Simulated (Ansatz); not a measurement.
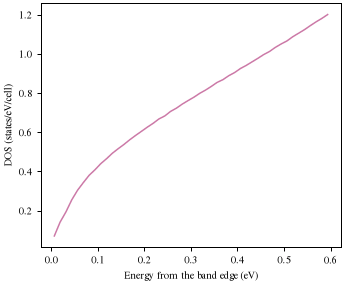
Figure. Density of states of GaN (P6_3mc) below the valence band maximum, Ansatz (a first-principles code) with r2SCAN with spin-orbit coupling, rigid bands; cell volume 45.5 Å³.

Task: What effective density of states at 300 K does this give (∫ g(E) exp(−E/k_BT) dE, both spins, divided by the cell's size)?

Result: 9.2e19 cm⁻³, a density-of-states mass of 2.4 mₑ, valleys and band degeneracy included.

Geometry: cell and atoms relaxed with r2SCAN.
